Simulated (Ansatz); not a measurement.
The structure below was relaxed with Ansatz (a first-principles code), PBEsol, PAW, cutoff 420 eV, spin-orbit coupling left out.

```
CdInAs2
1.0
    4.15710     0.00000     0.00000
    0.00000     4.15710     0.00000
    0.00000     0.00000     6.39567
As Cd In
2 1 1
Direct
  0.50000   0.00000   0.25167
  0.00000   0.50000   0.74833
  0.00000   0.00000   0.00000
  0.50000   0.50000   0.50000
```

Q: Find the space group and the Wyckoff positions.

A: Space group P-4m2 (No. 115); a = b = 4.1571 Å, c = 6.3957 Å, α = β = γ = 90.00°

```tsv
atom	site	symmetry	x	y	z
As	2g	2mm.	0.5000	0.0000	0.2517
Cd	1a	-4m2	0.0000	0.0000	0.0000
In	1c	-4m2	0.5000	0.5000	0.5000
```

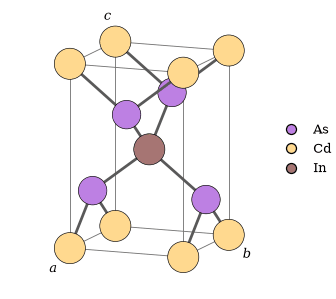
*The conventional cell*

Each cell is one ordered arrangement of few atoms, which overstates ordering effects compared with a random alloy. Stability against distortions was not tested. The final runs are not spin-polarised. An odd electron count without spin: CdInAs2. The cell was made from InAs by this change: x(Cd) = 0.5, 4 atoms, P-4m2.
